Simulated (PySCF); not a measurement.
## Energy and gradient calculation of C2H9NSi

System: C2H9NSi.
Method: HF/STO-3G, RHF (PySCF 2.14.0).

The geometry comes from this level: PBE0-D4/def2-TZVP. Figures and captions count atoms from 1; the log counts them from 0 in places.

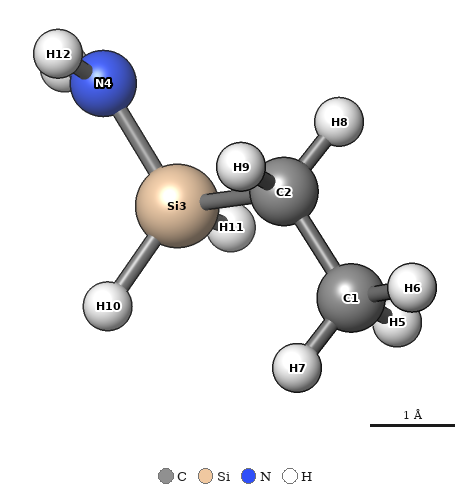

The structure (ball-and-stick view, seen at a tilt; atoms are numbered from 1 in the order of the input).

Summary

- outcome: converged
- total energy: −419.419593 hartree
- basis functions: 33
- largest force: 2.326 eV/Å
- HOMO: −8.04 eV
- LUMO: 13.57 eV
- dipole moment: 0.85 D
- hardware: 1 thread of Intel Xeon @ 2.50GHz (Skylake/Cascade Lake), 189 GiB of memory available, shared host
- wall time: 3.6 s
- peak memory: 0.12 GiB

Input (run.py)
```python
# CC[SiH2]N
from pyscf import gto

molecule = gto.M(
    atom='''
C       -1.322200       1.330400      -0.520900
C       -0.660000       0.345600       0.438400
Si       0.768100      -0.585500      -0.331800
N        1.481600      -1.646200       0.824300
H       -1.733500       0.819400      -1.395700
H       -2.143200       1.870700      -0.043000
H       -0.608900       2.074000      -0.886100
H       -1.385200      -0.387200       0.807000
H       -0.287000       0.873700       1.324300
H        1.703700       0.431100      -0.911500
H        0.307900      -1.446900      -1.456800
H        1.890400      -1.272900       1.666400
H        2.008800      -2.440900       0.500200
''',
    verbose=4,
    basis='sto-3g',
    max_memory=1860,
)

mf = molecule.RHF()
mf.conv_tol = 1e-10
mf.kernel()
if not mf.converged:
    mf = mf.newton().run(mf.mo_coeff, mf.mo_occ)

e_final = mf.e_tot
print('E = %.10f Eh' % e_final)
grad = mf.nuc_grad_method().kernel()
mf.analyze()
```

Run as:
```bash
OMP_NUM_THREADS=1 python run.py
```

The program's output
```
PySCF version 2.14.0

[INPUT] num. atoms = 13
[INPUT] num. electrons = 42
[INPUT] charge = 0
[INPUT] spin (= nelec alpha-beta = 2S) = 0
[INPUT] symmetry False subgroup None
[INPUT] Mole.unit = angstrom
[INPUT] Symbol           X                Y                Z      unit          X                Y                Z       unit  Magmom
[INPUT]  1 C     -1.322200000000   1.330400000000  -0.520900000000 AA   -2.498595881900   2.514091636121  -0.984358338286 Bohr   0.0
[INPUT]  2 C     -0.660000000000   0.345600000000   0.438400000000 AA   -1.247219242213   0.653089348650   0.828455933009 Bohr   0.0
[INPUT]  3 Si     0.768100000000  -0.585500000000  -0.331800000000 AA    1.451498636278  -1.106434645933  -0.627011128131 Bohr   0.0
[INPUT]  4 N      1.481600000000  -1.646200000000   0.824300000000 AA    2.799818226156  -3.110867146259   1.557701244479 Bohr   0.0
[INPUT]  5 H     -1.733500000000   0.819400000000  -1.395700000000 AA   -3.275840236934   1.548441586469  -2.637490752055 Bohr   0.0
[INPUT]  6 H     -2.143200000000   1.870700000000  -0.043000000000 AA   -4.050061030168   3.535110661224  -0.081258223356 Bohr   0.0
[INPUT]  7 H     -0.608900000000   2.074000000000  -0.886100000000 AA   -1.150654237248   3.919291982348  -1.674486318977 Bohr   0.0
[INPUT]  8 H     -1.385200000000  -0.387200000000   0.807000000000 AA   -2.617648627748  -0.731701955432   1.525008982524 Bohr   0.0
[INPUT]  9 H     -0.287000000000   0.873700000000   1.324300000000 AA   -0.542351397750   1.651053715032   2.502564306762 Bohr   0.0
[INPUT] 10 H      1.703700000000   0.431100000000  -0.911500000000 AA    3.219526398421   0.814660932300  -1.722485362541 Bohr   0.0
[INPUT] 11 H      0.307900000000  -1.446900000000  -1.456800000000 AA    0.581846673754  -2.734244729633  -2.752953018266 Bohr   0.0
[INPUT] 12 H      1.890400000000  -1.272900000000   1.666400000000 AA    3.572338265878  -2.405432383959   3.149039613975 Bohr   0.0
[INPUT] 13 H      2.008800000000  -2.440900000000   0.500200000000 AA    3.796081839026  -4.612632497451   0.945241007507 Bohr   0.0

nuclear repulsion = 173.983578686248
number of shells = 23
number of NR pGTOs = 99
number of NR cGTOs = 33
basis = sto-3g
ecp = {}

******** <class 'pyscf.scf.hf.RHF'> ********
method = RHF
initial guess = minao
damping factor = 0
level_shift factor = 0
DIIS = <class 'pyscf.scf.diis.CDIIS'>
diis_start_cycle = 1
diis_space = 8
diis_damp = 0
SCF conv_tol = 1e-10
SCF conv_tol_grad = None
SCF max_cycles = 50
direct_scf = True
direct_scf_tol = 1e-13
Set gradient conv threshold to 1e-05
Initial guess from minao.
init E= -419.538248707726
  HOMO = -0.247592075102248  LUMO = 0.311067768511001  gap/eV = 15.20191
cycle= 1 E= -419.379967509947  delta_E= 0.158  |g|= 0.327  |ddm|= 3.99
  HOMO = -0.218196251371325  LUMO = 0.519747024546139  gap/eV = 20.08046
cycle= 2 E= -419.417180367017  delta_E= -0.0372  |g|= 0.0763  |ddm|= 0.553
  HOMO = -0.29889921052604  LUMO = 0.496013870968128  gap/eV = 21.63069
cycle= 3 E= -419.419426433919  delta_E= -0.00225  |g|= 0.0175  |ddm|= 0.133
  HOMO = -0.295185767033521  LUMO = 0.498234108528895  gap/eV = 21.59005
cycle= 4 E= -419.419589917858  delta_E= -0.000163  |g|= 0.00185  |ddm|= 0.0439
  HOMO = -0.295273972333685  LUMO = 0.498569532581015  gap/eV = 21.60158
cycle= 5 E= -419.419592455665  delta_E= -2.54e-06  |g|= 0.000549  |ddm|= 0.00579
  HOMO = -0.295366274445553  LUMO = 0.498511798306398  gap/eV = 21.60252
cycle= 6 E= -419.419592686908  delta_E= -2.31e-07  |g|= 0.000103  |ddm|= 0.00199
  HOMO = -0.295394305876602  LUMO = 0.498504573344291  gap/eV = 21.60309
cycle= 7 E= -419.419592695107  delta_E= -8.2e-09  |g|= 1.84e-05  |ddm|= 0.000388
  HOMO = -0.295391688934232  LUMO = 0.498506746503711  gap/eV = 21.60308
cycle= 8 E= -419.419592695342  delta_E= -2.35e-10  |g|= 4.93e-06  |ddm|= 5.75e-05
  HOMO = -0.295391328622024  LUMO = 0.498506643124796  gap/eV = 21.60306
cycle= 9 E= -419.419592695361  delta_E= -1.86e-11  |g|= 1.25e-06  |ddm|= 1.56e-05
  HOMO = -0.295391406775259  LUMO = 0.498506490646339  gap/eV = 21.60306
```

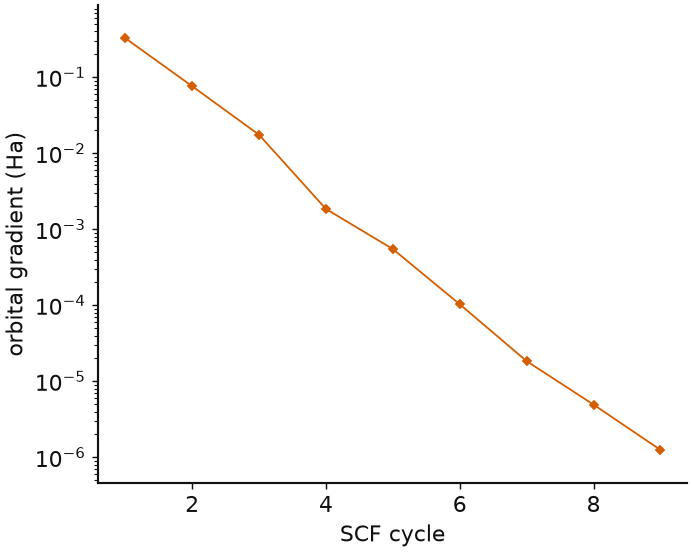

Convergence of the self-consistent field: orbital gradient against the SCF cycle. The residual falls at every step.

```
Extra cycle  E= -419.419592695363  delta_E= -1.82e-12  |g|= 5.26e-07  |ddm|= 2.78e-06
converged SCF energy = -419.419592695363
E = -419.4195926954 Eh

******** <class 'pyscf.grad.rhf.Gradients'> for <class 'pyscf.scf.hf.RHF'> ********
unit = Eh/Bohr
--------------- RHF gradients ---------------
         x                y                z
0 C     0.0097143181    -0.0115890800     0.0110857667
1 C    -0.0097285783     0.0146840051    -0.0187438112
2 Si    -0.0092723558    -0.0048159257     0.0440092402
3 N     0.0127189709    -0.0044007848     0.0026635944
4 H    -0.0021205427    -0.0019282862    -0.0049818323
5 H    -0.0040758500     0.0029230177     0.0015511047
6 H     0.0030232095     0.0039604706    -0.0027786285
7 H    -0.0023409850    -0.0085800171     0.0039578050
8 H     0.0054920577     0.0020897741     0.0084058354
9 H     0.0192708709     0.0253315652    -0.0156268276
10 H    -0.0096998987    -0.0202051405    -0.0257875547
11 H    -0.0059219968    -0.0033240705    -0.0065482829
12 H    -0.0070592199     0.0058544720     0.0027935910
----------------------------------------------
**** SCF Summaries ****
Total Energy =                        -419.419592695362667
Nuclear Repulsion Energy =             173.983578686248478
One-electron Energy =                 -925.111910266613677
Two-electron Energy =                  331.708738885002560
Two-electron Coulomb Energy =          372.545933290722473
DFT Exchange-Correlation Energy =      -40.837194405719913
HOMO-LUMO gap [eV] =                    21.603062147205474
**** MO energy ****
MO #1   energy= -67.9995436023138  occ= 2
MO #2   energy= -15.2303569411661  occ= 2
MO #3   energy= -11.032411664444   occ= 2
MO #4   energy= -10.9936657643571  occ= 2
MO #5   energy= -5.97524550891454  occ= 2
MO #6   energy= -4.000983423986    occ= 2
MO #7   energy= -4.00091625748411  occ= 2
MO #8   energy= -4.00026999879875  occ= 2
MO #9   energy= -1.04878196736607  occ= 2
MO #10  energy= -0.973633367686366 occ= 2
MO #11  energy= -0.801579516180173 occ= 2
MO #12  energy= -0.652216476814223 occ= 2
MO #13  energy= -0.577080080961874 occ= 2
MO #14  energy= -0.565392327652422 occ= 2
MO #15  energy= -0.536724741633371 occ= 2
MO #16  energy= -0.480299151861992 occ= 2
MO #17  energy= -0.457702505388315 occ= 2
MO #18  energy= -0.445376679426641 occ= 2
MO #19  energy= -0.40700472791349  occ= 2
MO #20  energy= -0.372639905281063 occ= 2
MO #21  energy= -0.295391406775259 occ= 2
MO #22  energy= 0.498506490646339  occ= 0
MO #23  energy= 0.531734489105565  occ= 0
MO #24  energy= 0.550971486663095  occ= 0
MO #25  energy= 0.554829044549658  occ= 0
MO #26  energy= 0.655492891978269  occ= 0
MO #27  energy= 0.69267750134481   occ= 0
MO #28  energy= 0.717530479519527  occ= 0
MO #29  energy= 0.751108220741679  occ= 0
MO #30  energy= 0.776716912633312  occ= 0
MO #31  energy= 0.782226409887651  occ= 0
MO #32  energy= 0.792011384505029  occ= 0
MO #33  energy= 0.809670364353212  occ= 0
 ** Mulliken pop on meta-lowdin orthogonal AOs  **
 ** Mulliken pop  **
pop of  0 C 1s            1.99978
pop of  0 C 2s            1.01569
pop of  0 C 2px           1.03238
pop of  0 C 2py           1.02306
pop of  0 C 2pz           1.02559
pop of  1 C 1s            1.99978
pop of  1 C 2s            1.06132
pop of  1 C 2px           1.08284
pop of  1 C 2py           1.03272
pop of  1 C 2pz           1.03101
pop of  2 Si 1s           2.00000
pop of  2 Si 2s           1.99985
pop of  2 Si 3s           1.06992
pop of  2 Si 2px          1.99905
pop of  2 Si 2py          1.99894
pop of  2 Si 2pz          1.99899
pop of  2 Si 3px          0.73577
pop of  2 Si 3py          0.73465
pop of  2 Si 3pz          0.71122
pop of  3 N 1s            1.99986
pop of  3 N 2s            1.32017
pop of  3 N 2px           1.62515
pop of  3 N 2py           1.27883
pop of  3 N 2pz           1.22929
pop of  4 H 1s            0.97304
pop of  5 H 1s            0.97081
pop of  6 H 1s            0.97277
pop of  7 H 1s            0.97348
pop of  8 H 1s            0.97832
pop of  9 H 1s            1.17172
pop of  10 H 1s           1.15778
pop of  11 H 1s           0.89955
pop of  12 H 1s           0.89666
 ** Mulliken atomic charges  **
charge of    0C =     -0.09650
charge of    1C =     -0.20767
charge of    2Si =      0.75161
charge of    3N =     -0.45330
charge of    4H =      0.02696
charge of    5H =      0.02919
charge of    6H =      0.02723
charge of    7H =      0.02652
charge of    8H =      0.02168
charge of    9H =     -0.17172
charge of   10H =     -0.15778
charge of   11H =      0.10045
charge of   12H =      0.10334
Dipole moment(X, Y, Z, Debye):  0.82489,  0.19543,  0.03690
```

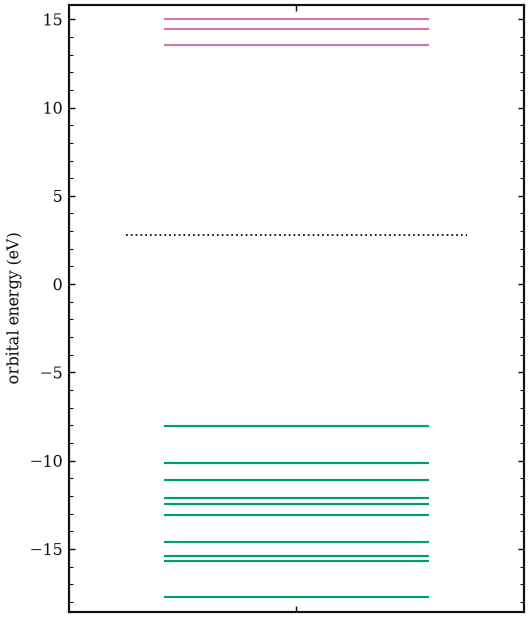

Orbital energies near the frontier; the dotted line parts filled from empty levels, and levels within 0.02 eV of each other stand side by side. Highest filled −8.04 eV, lowest empty 13.57 eV, 21.61 eV apart.
